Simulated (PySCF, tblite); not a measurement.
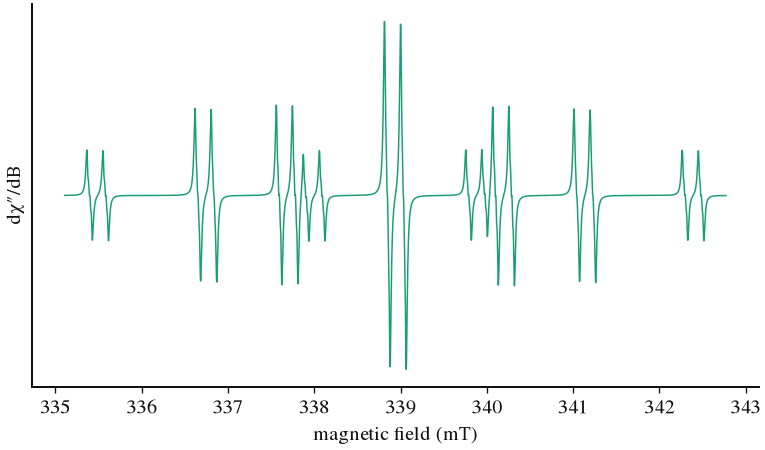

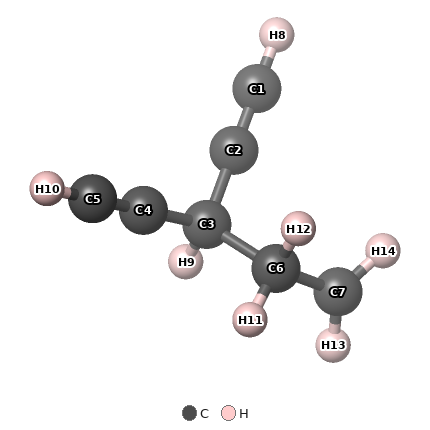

First-order isotropic EPR spectrum (fast tumbling, first derivative) of C₇H₇, SMILES C#CC(C#C)C[CH2], doublet at 9.50 GHz, Lorentzian lines of 0.03 mT full width at half height, from computed g and hyperfine couplings (B3LYP/pcH-1, PySCF, at a GFN2-xTB geometry (a minimum by its frequencies), gas phase); values of one conformer, averaged over methyl-type rotors alone; other conformers aren't averaged in; no vibrational averaging; dilute isotopes left out. The SMILES is one Lewis form and needn't show where the spin sits.

### Which couplings does the calculation give? The spectrum shows the sizes of those above the line width, not their signs.

```csv
nuclei,isotope,a (mT),a (MHz)
"H13, H14",¹H,−2.19,−61.5
"H11, H12",¹H,1.25,35.2
H9,¹H,−0.19,−5.2
H10,¹H,−0.03,−0.9
H8,¹H,−0.02,−0.5
```

### What is the g value, and how wide is the spectrum?

g_iso = 2.0026, which centres the spectrum at 338.9 mT; it spans 7.1 mT.

Note: the tight-binding geometry is rougher than a DFT one and adds to the error.
